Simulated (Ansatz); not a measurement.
# KLa: pressure against volume, part 2 of 2

Aim: scale the cell of KLa up and down at fixed shape and fractional positions, and get the equilibrium volume and bulk modulus with LAPW, PAW and all-electron datasets made for the crystal.

Ansatz 0.2.0; DFT PBE; a cell built from a prototype (L11 type), not taken from measurement. «Crystal datasets» are all-electron PAW datasets made for this crystal. The steps go on from the part before.

### 9 Volume × 1.06, LAPW

The input, input.yaml:

```yaml
crystal:
  lattice:
    - [1.9307056183, -1.1146934085, 7.5748269633]
    - [0.0, 2.229386817, 7.5748269633]
    - [-1.9307056183, -1.1146934085, 7.5748269633]
  atoms:
    - { symbol: K, position: [0.0, 0.0, 0.0] }
    - { symbol: La, position: [0.5, 0.5, 0.5] }
kpoints:
  mp_grid: { grid: [11, 11, 11] }
scf:
  occupations: { method: fermi_dirac, width: 0.05 }
hamiltonian:
  xc: pbe
  pseudopotentials: { kind: all_electron, lapw: { basis_error: 0.00025 } }
output:
  forces: true
  stress: true
  eigenvalues: true
```

Run with:

```bash
ansatz run input.yaml --threads 1 --pin off --max-ram 2048MiB --backend cpu --events-out ev --progress --plain --runs-dir out
```

The log of the run, cut to the lines that bear on the results:

```text
LAPW: plane waves up to 5.820 Å⁻¹, error target 2.5e-4 eV per atom; small_component_spin mean_spin; K in spheres of 1.931 Å, 9 of its electrons in bands, Dirac shells []; La in spheres of 1.931 Å, 27 of its electrons in bands, Dirac shells []
[...]
Pseudopotentials: kind: all_electron
Pseudopotential: K, LAPW, valence charge 9, Koelling and Harmon's equation, gaussian nucleus
Pseudopotential: La, LAPW, valence charge 27, Koelling and Harmon's equation, gaussian nucleus
Functional definition: PBE
[...]
Crystal: 2 atoms, lattice volume = 97.813 Å³
Basis set: ecut = 129.05709775583344 eV, 327 PW (Γ), FFT grids on a1−a3, a2−a3, a3, exchange–correlation at level 2
Bands: 22, of which v1, the nominal top of the filled ones, is band 18 counted from 1 (17 counted from 0)
Symmetry: 12 space group operations
Space group: R-3m (ITA 166), of the structure as read, at distance tolerance 4.6e-5 Å
[...]
the basis was enlarged: its passes take 1.6 MiB over the memory plan, 1 of 1 planned eigensolver slots
[...]
SCF iter  11: F=-247492.082048 eV  HF=-247492.082048 eV  |F-HF|=8.93e-9  |Δ(HF+E_count)|=   3.07e-7  Δρ=2.69e-6  dr2=1.64e-8  ethr=1.12e-9  ⟨swp⟩=3.1  Hψ=11084  notcnv=0
[...]
SCF converged after 11 iterations
Free energy (F): -247492.082048 eV
[...]
E sigma→0 (E₀):  -247492.070745 eV
Entropy (-TS):   -0.022607 eV (-11.303 meV/atom)
Fermi energy:    7.033492 eV
[...]
--- Forces (eV/Å), atoms counted from 1 ---
  atom   1  K      0.00000000     0.00000000     0.00000000
  atom   2  La     0.00000000     0.00000000    -0.00000000
[...]
--- Stress (GPa, compression-positive) ---
       -0.770784      -0.000000      -0.000000
       -0.000000      -0.770784      -0.000000
       -0.000000      -0.000000      -0.601079
  P = ⅓ Tr σ = -0.7142 GPa (-7.142 kbar)
--- Band table (eV; the first three rows and the last of 146) ---
[... band rows left out ...]
[...]
```

It took 34 s on 1 thread of AMD EPYC 7R43 (Zen 3), shared host; peak memory 0.58 GiB.

In short: pressure -0.71 GPa; no gap.

### 10 Volume × 1.06, PAW

input.yaml: that of step 9 with these lines changed.

```diff
@@ -14,3 +14,3 @@
   xc: pbe
-  pseudopotentials: { kind: all_electron, lapw: { basis_error: 0.00025 } }
+  pseudopotentials: { kind: paw }
 output:
@@ -19 +19,2 @@
   eigenvalues: true
+  efg: { contact_densities: true }
```

Run with:

```bash
ansatz run input.yaml --threads 1 --pin off --max-ram 2048MiB --backend cpu --events-out ev --progress --plain --runs-dir out
```

The log of the run, cut to the lines that bear on the results:

```text
[...]
La: output.efg is read without spin–orbit coupling, which moves field gradients at and beside such atoms by some per cent and up to a factor of two; PAW files take it under magnetization.noncollinear and magnetization.spin_orbit
[...]
Pseudopotentials: kind: paw
Pseudopotential: K, paw, valence charge 9, recommended cutoff 420 eV (normal)
Pseudopotential: La, paw, valence charge 11, recommended cutoff 420 eV (normal)
Functional definition: PBE
[...]
Crystal: 2 atoms, lattice volume = 97.813 Å³
Basis set: ecut = 420 eV, 1933 PW (Γ), FFT grids on a1−a3, a2−a3, a3, exchange–correlation on 54×54×108 points (8 copies of the dense FFT grid, shifted against one another)
Bands: 14, of which v1, the nominal top of the filled ones, is band 10 counted from 1 (9 counted from 0)
Symmetry: 12 space group operations
[...]
--- Forces (eV/Å), atoms counted from 1 ---
  atom   1  K      0.00000000     0.00000000    -0.00000000
  atom   2  La    -0.00000000    -0.00000000     0.00000000
[...]
--- Stress (GPa, compression-positive) ---
       -0.773726       0.000000      -0.000000
       -0.000000      -0.773726      -0.000000
       -0.000000      -0.000000      -0.601570
  P = ⅓ Tr σ = -0.7163 GPa (-7.163 kbar)
--- PAW observables at the nuclei: V_zz in 10²¹ V/m², potentials from the cell's mean, atoms counted from 1 ---
  atom   1  K  V_zz =    -2.131207   η = 0.0000   by run symmetry: allowed
            electrostatic potential = -2063.761022 V   contact ρ = 34772.902953 e/Å³
  atom   2  La V_zz =    -4.060005   η = 0.0000   by run symmetry: allowed
            electrostatic potential = -9868.078349 V   contact ρ = 2247114.645796 e/Å³
--- Band table (eV; the first three rows and the last of 146) ---
  k-point 0: bands = ["-27.6775", "-25.9763", "-11.3872", "-10.8709", "-10.8709", "-9.4046", "-9.3551", "-9.3551", "2.8870", "4.6441", "6.1549", "6.5837", "6.8682", "6.9307"]
[...]
```

Run time: 12 s. Hardware: 1 thread of AMD EPYC 7R43 (Zen 3), shared host; peak memory 0.59 GiB.

This run gives: pressure -0.72 GPa; no gap; Vzz K1 -2.13 (η = 0.00), La2 -4.06 (η = 0.00) (10²¹ V/m²).

### 11 Volume × 1.06, crystal datasets

input.yaml: that of step 10 with these lines changed.

```diff
@@ -14,3 +14,3 @@
   xc: pbe
-  pseudopotentials: { kind: paw }
+  pseudopotentials: { kind: all_electron, datasets: crystal }
 output:
```

Run with:

```bash
ansatz run input.yaml --threads 1 --pin off --max-ram 2048MiB --backend cpu --events-out ev --progress --plain --runs-dir out
```

The log of the run, cut to the lines that bear on the results:

```text
[...]
band count auto-derived: 23 (N_el = 20.0; filled up to band 10; 14 by the electrons, moments and atoms)
La: output.efg is read without spin–orbit coupling, which moves field gradients at and beside such atoms by some per cent and up to a factor of two; PAW files take it under magnetization.noncollinear and magnetization.spin_orbit
[...]
Pseudopotentials: kind: all_electron
Pseudopotential: K, paw, valence charge 9, recommended cutoff 240 eV (normal), Koelling and Harmon's equation, gaussian nucleus
Pseudopotential: La, paw, valence charge 11, recommended cutoff 240 eV (normal), Koelling and Harmon's equation, gaussian nucleus
Functional definition: PBE
[...]
Crystal: 2 atoms, lattice volume = 97.813 Å³
Basis set: ecut = 240 eV, 811 PW (Γ), FFT grids on a1−a3, a2−a3, a3, exchange–correlation on 40×40×80 points (8 copies of the dense FFT grid, shifted against one another)
[...]
  atom   1  K      0.00000000     0.00000000    -0.00000000
  atom   2  La    -0.00000000     0.00000000     0.00000000
[...]
--- Stress (GPa, compression-positive) ---
       -0.770190       0.000000      -0.000000
       -0.000000      -0.770190      -0.000000
       -0.000000      -0.000000      -0.600529
  P = ⅓ Tr σ = -0.7136 GPa (-7.136 kbar)
--- PAW observables at the nuclei: V_zz in 10²¹ V/m², potentials from the cell's mean, atoms counted from 1 ---
  atom   1  K  V_zz =    -2.117529   η = 0.0000   by run symmetry: allowed
            electrostatic potential = -2063.743681 V   contact ρ = 34813.269905 e/Å³
  atom   2  La V_zz =    -4.027115   η = 0.0000   by run symmetry: allowed
            electrostatic potential = -9868.347187 V   contact ρ = 2246687.349062 e/Å³
--- Band table (eV; the first three rows and the last of 146) ---
  k-point 0: bands = ["-26.3964", "-24.6974", "-10.1089", "-9.5927", "-9.5927", "-8.1264", "-8.0760", "-8.0760", "4.1653", "5.9216", "7.4365", "7.8911", "8.1746", "8.2414", "8.2414", "8.3617", "8.3617", "8.5165", "8.5165", "8.5466"]
[...]
```

Wall time 38 s (1 thread of AMD EPYC 7R43 (Zen 3), shared host); peak memory 0.89 GiB.

Result: pressure -0.71 GPa; no gap; Vzz K1 -2.12 (η = 0.00), La2 -4.03 (η = 0.00) (10²¹ V/m²).

### 12 Fits

The rows at scale 1 come from earlier runs of the unscaled cell with the same settings.

```
          method  volume (Å³/atom)  F above the lowest (meV/atom)  pressure (GPa)  Vzz K1 (10²¹ V/m²)  Vzz La2 (10²¹ V/m²)
            LAPW            43.393                            7.6            0.93                   –                    –
            LAPW            44.754                            1.8            0.44                   –                    –
            LAPW            46.138                            0.0            0.00                   –                    –
            LAPW            47.522                            1.7           -0.38                   –                    –
            LAPW            48.906                            6.5           -0.71                   –                    –
             PAW            43.393                            7.5            0.92               -2.57                -6.06
             PAW            44.754                            1.8            0.43               -2.45                -5.56
             PAW            46.138                            0.0           -0.01               -2.34                -5.05
             PAW            47.522                            1.7           -0.39               -2.23                -4.56
             PAW            48.906                            6.5           -0.72               -2.13                -4.06
crystal datasets            43.393                              –            0.93               -2.55                -6.00
crystal datasets            46.138                              –            0.00               -2.32                -5.01
crystal datasets            48.906                              –           -0.71               -2.12                -4.03
```

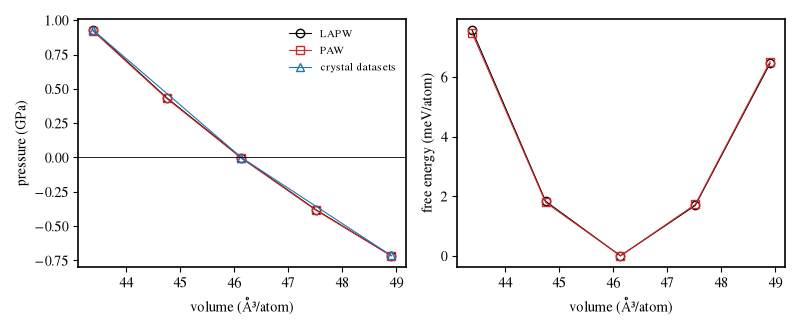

Pressure and free energy (from each method's lowest point) against volume.

### 13 What came out

What follows sums up all 2 parts.

| quantity | value |
| --- | --- |
| equilibrium volume (LAPW) | 46.134 Å³/atom |
| bulk modulus (LAPW) | 13.6 GPa |
| its pressure derivative (LAPW) | 3.6 |
| equilibrium volume (PAW) | 46.120 Å³/atom |
| bulk modulus (PAW) | 13.6 GPa |
| its pressure derivative (PAW) | 3.6 |

**Reading.** A third-order Birch-Murnaghan fit to the LAPW pressures puts zero pressure at 46.13 Å³/atom, less than 0.1 % from the given cell, with a bulk modulus of 13.6 GPa. Shape and positions are held, so a fully relaxed modulus can be lower. PAW's volume lies -0.03 % and its modulus -0.2 % from LAPW's. No thermal or zero-point expansion is included. Spin-orbit coupling is left out, though the cell holds La; in elements this heavy it can shift bands and gaps by tenths of an eV.
